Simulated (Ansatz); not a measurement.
The starting structures come from a database of crystals and need not be the phases stable at ambient conditions.

 Where the default PAW files enter, the runs use the earlier of Ansatz's two default sets.

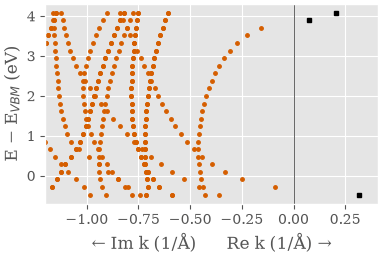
Figure: Complex bands at the centre of the two-dimensional zone; r2SCAN in Ansatz (a quantum-chemistry and plane-wave program)

The gap is the functional's own. No spin-orbit coupling. Mid-gap values are interpolated on the energy grid.

Problem. This is Cs$_{3}$TlF$_{6}$ (I4/mmm, not sure to be the ambient phase, 10 atoms a cell, 24.3 Å³ an atom) along the normal of (101). Read off the slowest decay at the centre of the two-dimensional zone at 2.00 eV, the computed energy nearest the middle of the gap.

Solution. κ ≈ 0.42 1/Å, a decay length 1/(2κ) of the density of 1.2 Å.
